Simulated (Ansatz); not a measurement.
**CH8GeSSi: one species, many methods**

Aim: compute CH8GeSSi with functionals from several rungs and with coupled cluster, and see how far each lands from CCSD(T) at the basis-set limit for the atomisation energy.

Computed with Ansatz 0.2.0, Gaussian basis. Level: functionals in def2-TZVPP, the program's frozen cores in correlated methods.

The runs, in order: PBE-D4, r2SCAN-D4, PBE0-D4, B3LYP-D4, ωB97X-V, ωB97M-V, B2PLYP; CCSD(T)/def2-TZVPP; MP2/def2-QZVPP; extrapolation to the limit.

## Step 1: The relaxed structure

All runs share one geometry, relaxed beforehand with PBE0-D4 in a triple-zeta def2 set.

SMILES `[SiH3][GeH2][CH2]S`, 12 atoms, charge 0, spin multiplicity 1.

Atoms are counted from 1 here; the program's logs count them from 0.

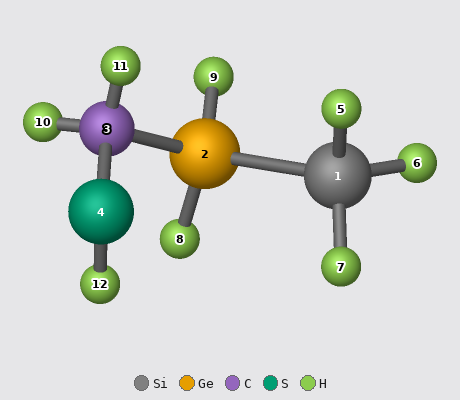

The geometry (silicon grey, germanium amber, carbon purple, sulfur teal, hydrogen green); atoms are numbered from 1 in the order of the file.

## Step 2: PBE-D4 (GGA)

in.yaml

```yaml
crystal:
  periodic: [false, false, false]
  atoms:
    - {symbol: Si, position_ang: [-1.306817, 1.380008, -0.418503]}
    - {symbol: Ge, position_ang: [0.070923, 0.084362, 1.028008]}
    - {symbol: C, position_ang: [1.442182, -0.814993, -0.061786]}
    - {symbol: S, position_ang: [0.708232, -1.700580, -1.456662]}
    - {symbol: H, position_ang: [-0.450346, 2.052703, -1.431229]}
    - {symbol: H, position_ang: [-2.025786, 2.420963, 0.364957]}
    - {symbol: H, position_ang: [-2.308569, 0.528887, -1.108100]}
    - {symbol: H, position_ang: [-0.751447, -1.016686, 1.729645]}
    - {symbol: H, position_ang: [0.743240, 0.943407, 2.120387]}
    - {symbol: H, position_ang: [2.070747, -1.475563, 0.536463]}
    - {symbol: H, position_ang: [2.086241, -0.055435, -0.508737]}
    - {symbol: H, position_ang: [-0.201600, -2.402074, -0.760443]}
basis:
  gaussian: {orbitals: def2-TZVPP}
hamiltonian: {xc: pbe, dispersion: d4}
output: {forces: true, orbitals: {seedname: orbitals}}
```

On the command line:

```
ansatz run in.yaml --threads 4 --pin off --events-out ev --progress --plain --max-ram 10444MiB
```

Further steps of the session: r2SCAN-D4 (meta-GGA); PBE0-D4 (hybrid); B3LYP-D4 (hybrid); ωB97X-V (range-separated); ωB97M-V (range-separated); B2PLYP (double hybrid); CCSD(T) in def2-TZVPP; MP2 in def2-QZVPP.

Q: Predict the results of all the runs planned. Wanted: atomisation energy, CCSD(T)/CBS; farthest; mean size of error, hybrid; mean size of error, range-separated; gap, smallest and largest; T1 diagnostic; triples share of the correlation energy.

**Answer**, as computed:

| quantity | value |
| --- | --- |
| atomisation energy, CCSD(T)/CBS | 871.5 kcal/mol |
| functionals within 8.7 kcal/mol (1.0 %) | PBE-D4, r2SCAN-D4, PBE0-D4, B3LYP-D4, ωB97X-V, ωB97M-V |
| farthest | B2PLYP (-17.6 kcal/mol) |
| mean size of error, hybrid | 7.3 kcal/mol |
| mean size of error, range-separated | 3.6 kcal/mol |
| gap, smallest and largest | 4.65 eV (PBE-D4), 11.03 eV (ωB97X-V) |
| T1 diagnostic | 0.0115 |
| triples share of the correlation energy | 3.8 % |

PBE-D4 misses by -3.7 kcal/mol. Double hybrids carry the basis error of their MP2 part in triple zeta, and no dispersion term here, so their miss is partly the set-up's. Misses under about 8.7 kcal/mol are within the doubt on the reference itself, which lacks core-valence correlation, relativity and higher excitations, and its outer-core shells are covered unevenly. Hartree-Fock recovers 73 % of the binding; the rest is correlation. The gap grows from 4.6 to 11.0 eV across the functionals, mostly with the share of exact exchange. Correlated methods include outer-core shells of Ge, which these sets cover unevenly.
